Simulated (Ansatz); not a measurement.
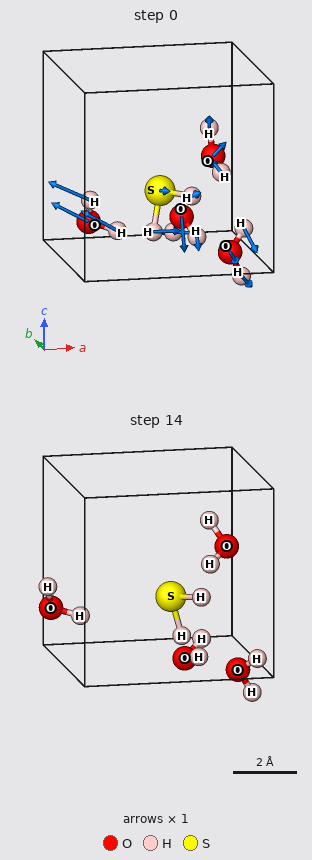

The structure of an amorphous cell of composition H$_{10}$SO$_{4}$ before (top) and after (bottom) a relaxation, at one scale. The blue arrows give the displacements, at their true length.

The picture is a ball-and-stick view of the cell of the calculation, seen slightly off an axis.

The cell holds 4 H2O + 1 SH2. The run prepares the start of a later molecular dynamics calculation, from a guessed geometry.

All numbers below come from DFT PBE-D3(BJ), scalar-relativistic, plane waves, PAW in Ansatz 0.2.0. Settings: plane-wave cutoff 420 eV; k-point mesh 1 × 1 × 1; occupations fermi dirac; smearing width 0.05 eV; no spin polarisation; atoms relaxed in a fixed cell; force threshold 0.3 eV/Å; at most 15 steps.

What changed between the two?

The relaxation stopped without meeting its thresholds, so the last structure isn't shown to be converged. It used up its limit of 15 steps. After 13 accepted moves (14 points after the start) the energy has fallen by 152 meV per atom. Largest force component: 1.2 eV/Å at the start, 0.58 eV/Å at the end. The line search rejected the trial step at point 8 of the run. The largest move is that of an H atom, 1.50 Å roughly along [−2 0 1]. By element the largest moves are H 1.50 Å, O 1.36 Å, S 0.40 Å. The cell doesn't change. Some distances before and after: H–O 0.969 → 0.995 Å, H–S 1.339 → 1.358 Å, H–O 0.969 → 0.973 Å. Among the angles between lasting bonds that change: H–O–H 104.0° → 107.7°, H–O–H 104.0° → 101.3°, H–S–H 93.3° → 90.8°. The run took 13 s on 1 thread of Intel(R) Xeon(R) Platinum 8488C (Sapphire Rapids), with other jobs on the host, peak memory 0.4 GiB.

Limits of the set-up: the periodic images lie only 6.2 Å apart, so the values are limited by the cell's size.
